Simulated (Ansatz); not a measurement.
How far to go with the plane-wave cutoff: TiCo (P4mm, 2 atoms in the cell)

```
CELL_PARAMETERS angstrom
      2.98103     0.00000     0.00000
      0.00000     2.98103     0.00000
      0.00000     0.00000     2.98103
ATOMIC_POSITIONS crystal
  Ti 0.00000 0.00000 0.01677
  Co 0.50000 0.50000 0.50000
```

Method of the run: LDA (PW92), default PAW files made with PBE (plane waves; Ansatz, a first-principles code).

Base settings: basis.ecutwfc = 30.9 Ry; kpoints.mp_grid.grid = 11 11 11; hamiltonian.xc = lda; hamiltonian.pseudopotentials = {kind: paw} (the program's default PAW files); scf.occupations.method = fermi_dirac; scf.occupations.width = 0.0073 Ry.

The second cell is the first with its lattice scaled by 0.98.

The mesh stays at the base's, so the ladder's end is converged at best in this setting alone.

The first pressure column holds Ansatz's estimate of the finite-basis (Pulay) stress, which hides part of the cutoff error; the other is without it.

Only quantities that move along the ladder and can be compared are tabulated.

The count of work is k-points × plane waves × bands × iterations; it is no time. 

The starting cell has typed, rounded lattice constants, without a prior relaxation at this level. Its lattice was rescaled by up to half a per cent. One atom was moved a little off its site on purpose. Spin polarisation is off. In the base run, with a pressure of about -14 GPa the cell is away from its equilibrium volume at this level.

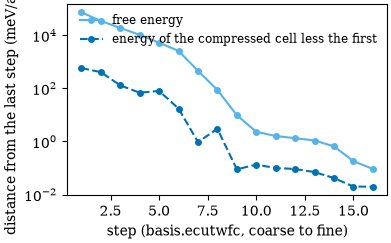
Distance from the last step along the ladder; very small values are drawn at a floor.

| basis.ecutwfc | free energy less the last step's (meV/atom) | energy of the compressed cell less the first (meV/atom) | pressure (GPa) | pressure without the Pulay estimate (GPa) | largest difference of a force vector from the last step's (eV/Å) | count of work / last |
|---|---|---|---|---|---|---|
| 10.7 Ry | 72511.30 | -625.34 | -95.09 | -2714.52 | 1.774 | 0.072 |
| 12.5 Ry | 34766.24 | -453.33 | -99.22 | -1508.27 | 1.580 | 0.11 |
| 14 Ry | 18757.46 | -174.89 | -31.45 | -908.80 | 0.826 | 0.12 |
| 15.4 Ry | 10328.57 | 23.80 | -3.56 | -564.84 | 0.526 | 0.12 |
| 16.9 Ry | 5235.27 | 34.80 | -1.33 | -333.37 | 0.048 | 0.14 |
| 18.4 Ry | 2570.81 | -27.46 | -7.50 | -193.78 | 0.082 | 0.15 |
| 21.7 Ry | 458.37 | -45.81 | -14.50 | -58.35 | 0.049 | 0.18 |
| 24.6 Ry | 87.03 | -47.85 | -14.56 | -25.18 | 0.000 | 0.19 |
| 27.9 Ry | 9.73 | -44.77 | -14.07 | -15.52 | 0.002 | 0.24 |
| 30.9 Ry | 2.32 | -44.73 | -14.10 | -14.24 | 0.000 | 0.25 |
| 33.8 Ry | 1.61 | -44.76 | -14.10 | -14.13 | 0.000 | 0.32 |
| 37.1 Ry | 1.33 | -44.77 | -14.10 | -14.12 | 0.000 | 0.36 |
| 41.5 Ry | 1.09 | -44.79 | -14.11 | -14.13 | 0.000 | 0.41 |
| 46.3 Ry | 0.65 | -44.82 | -14.12 | -14.15 | 0.000 | 0.49 |
| 54 Ry | 0.18 | -44.85 | -14.12 | -14.13 | 0.000 | 0.63 |
| 61.7 Ry | 0.09 | -44.85 | -14.12 | -14.13 | 0.000 | 0.73 |
| 74.2 Ry | 0.00 | -44.86 | -14.12 | -14.13 | 0.000 | 1.0 |

Coarsest basis.ecutwfc that holds the pressure within 0.5 GPa of the last step, with all finer ones: 21.7 Ry, at 0.18 of the last step's count of work; the step before is off by 6.6 GPa.

Coarsest basis.ecutwfc that holds the free energy within 0.5 meV/atom of the last step, with all finer ones: 54 Ry; the step before is off by 0.65 meV/atom.

Coarsest basis.ecutwfc that holds the pressure without the Pulay estimate within 1 GPa of the last step, with all finer ones: 30.9 Ry, at 0.25 of the last step's count of work; the step before is off by 1.4 GPa.

The energy difference between the two cells stays within 1 meV/atom of the last step's from 27.9 Ry on, the total only from 46.3 Ry on: much of the error is common to both cells and cancels.

At the lowest cutoff the pressure without the Pulay estimate lies 2700 GPa under the last step's, the usual sign of Pulay stress in an incomplete plane-wave basis.

Keys are those of Ansatz 0.2.
